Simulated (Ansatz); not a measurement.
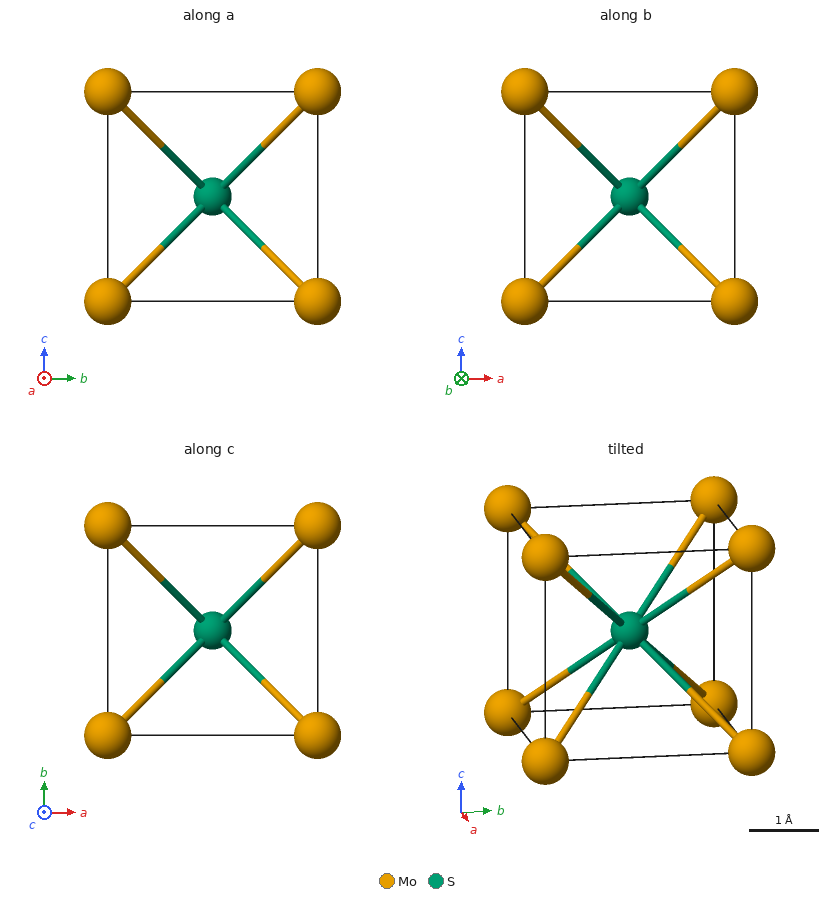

Ball-and-stick representation of a periodic structure, projected along the a axis, along the b axis, along the c axis and slightly off an axis. The parallelepiped is the conventional unit cell.

Lattice parameters: a = 3.0720 Å, b = 3.0720 Å, c = 3.0720 Å, α = 90.000°, β = 90.000°, γ = 90.000°.

Question: Reconstruct the structure as a CIF with its space group and independent sites.

Answer:
```cif
data_structure
_symmetry_space_group_name_H-M 'P m -3 m'
_symmetry_Int_Tables_number 221
_cell_length_a 3.0720
_cell_length_b 3.0720
_cell_length_c 3.0720
_cell_angle_alpha 90.000
_cell_angle_beta 90.000
_cell_angle_gamma 90.000
_cell_volume 28.99
loop_
_atom_site_label
_atom_site_type_symbol
_atom_site_symmetry_multiplicity
_atom_site_Wyckoff_symbol
_atom_site_fract_x
_atom_site_fract_y
_atom_site_fract_z
_atom_site_occupancy
Mo1 Mo 1 a 0.0000 0.0000 0.0000 1
S1 S 1 b 0.5000 0.5000 0.5000 1
```

Origin of the cell: a structure type filled with these elements by a generator (whether the compound takes this form wasn't checked). Earlier steps of the study may have refined or changed the cell and positions. It was run through Ansatz as a DFT input.

At this level of theory the cell isn't at rest (compressed, at 19 GPa), so its distances can differ from those at equilibrium, the more so the softer the solid.
